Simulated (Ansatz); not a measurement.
# BCl2H3O (built from SMILES ClBCl.O): a saddle search

Aim: find the first-order saddle near the start with the program's own search, from a guess of the mode.

The runs use Ansatz 0.2.0, Gaussian basis; CAM-B3LYP-D4/def2-SVP.

The start, a known saddle point with all atoms moved at random by about 0.06 Å a coordinate: 7 atoms, charge 0, spin multiplicity 1.

Atoms are counted from 1 here; the program's logs count them from 0.

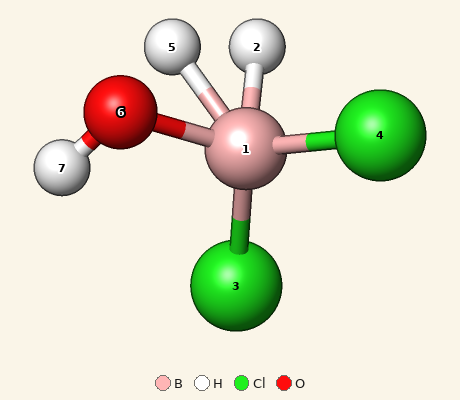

Start geometry, drawn with boron pink, hydrogen white, chlorine green, oxygen red; atoms are numbered from 1 in the order of the file.

Geometry (Å):

| atom | x (Å) | y (Å) | z (Å) |
| --- | --- | --- | --- |
| B1 | -0.38995 | -0.03735 | -0.12774 |
| H2 | -0.08720 | -1.19071 | 0.44041 |
| Cl3 | -0.13486 | -0.18158 | -1.88840 |
| Cl4 | -2.05124 | 0.23399 | 0.43702 |
| H5 | 0.58870 | -0.50254 | 0.69398 |
| O6 | 0.68088 | 0.76138 | 0.55765 |
| H7 | 1.26646 | 1.03428 | -0.05762 |

The structure above is the start of the run; the results belong to its end.

| quantity | value |
| --- | --- |
| steps | 8 |
| energy change | -5.6 kcal/mol |
| last largest force | 0.0092 eV/Å |
| RMSD from the start | 0.052 Å |
| RMSD from the known saddle | 0.013 Å |

It converged in 8 steps at a force tolerance of 0.02 eV/Å. It is back at the known saddle, up to the shift that another level brings.

**Question.** Which input and command would start the first run of this session?

One input that does so (others would too):

File run/in.yaml:

```yaml
crystal:
  periodic: [false, false, false]
  atoms:
    - {symbol: B, position_ang: [-0.389951, -0.037353, -0.127739]}
    - {symbol: H, position_ang: [-0.087196, -1.190710, 0.440412]}
    - {symbol: Cl, position_ang: [-0.134856, -0.181577, -1.888399]}
    - {symbol: Cl, position_ang: [-2.051239, 0.233987, 0.437017]}
    - {symbol: H, position_ang: [0.588702, -0.502539, 0.693981]}
    - {symbol: O, position_ang: [0.680883, 0.761385, 0.557648]}
    - {symbol: H, position_ang: [1.266462, 1.034276, -0.057620]}
basis:
  gaussian: {orbitals: def2-SVP}
hamiltonian: {xc: {name: CAM-B3LYP}, dispersion: d4}
saddle:
  f_tol: 0.02
  max_steps: 40
  mode_guess:
    - [0.1758, 0.4798, 0.0284]
    - [0.1578, -0.0844, 0.1477]
    - [0.0223, -0.0754, 0.0418]
    - [0.0586, -0.0975, 0.0419]
    - [-0.3641, -0.6270, -0.0832]
    - [-0.0992, 0.2920, -0.1288]
    - [0.0488, 0.1125, -0.0479]
```

Run with:

```bash
> ansatz run in.yaml --threads 2 --pin off --events-out ev --progress --plain --max-ram 4352MiB
```
